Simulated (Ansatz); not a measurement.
# Abstraction of H: CHClF2 + C3H8N → CClF2 + C3H9N

Species: CHClF2 (difluorochloromethane) `FC(F)Cl`, singlet; C3H8N `[CH2]N(C)C`, doublet; CClF2 (chlorodifluoromethyl radical) `F[C](F)Cl`, doublet; C3H9N `CN(C)C`, singlet. A radical takes H: the energy is the difference in strength between two C–H bonds in different surroundings.

Shapes, held fixed at every level: PBE0-D4/def2-TZVP. Flexible molecules stand in one conformer, not always the lowest. Programs: Ansatz 0.2.0. The zero-point and thermal change to 298 K, harmonic and unscaled (PBE0-D4/def2-TZVP), is +0.5 kJ/mol.

```
                level                    kind  ΔH(298 K) (kJ/mol)  CPU time (sum over the molecules)
        HF/def2-TZVPP            Hartree–Fock               +31.0                                  –
     SPW92/def2-TZVPP                     LDA               +40.3                               15 s
    PBE-D4/def2-TZVPP                     GGA               +35.4                               30 s
r2SCAN0-D4/def2-TZVPP           global hybrid               +32.7                               61 s
   wB97M-V/def2-TZVPP  range-separated hybrid               +41.3                            1.9 min
   wB97X-V/def2-TZVPP  range-separated hybrid               +36.6                               83 s
       MP2/def2-TZVPP     perturbation theory               +34.9                                  –
```

MP2/def2-TZVPP gives ΔH(298 K) = +34.9 kJ/mol; the levels span +31.0 to +41.3. The median of the levels is +35.4. No measured value is set beside it here. Open shells run unrestricted unless RO is named. Times are processor times on shared x86 and Arm servers, and rough.

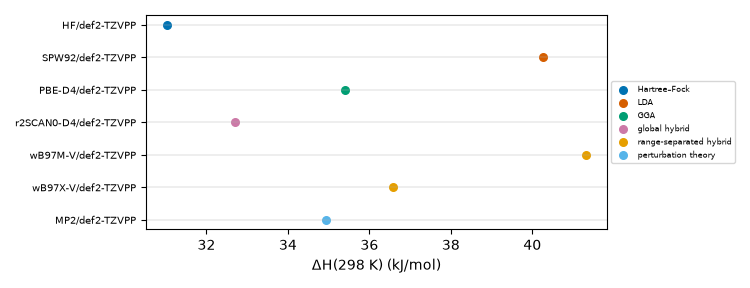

The values of the table, level by level.
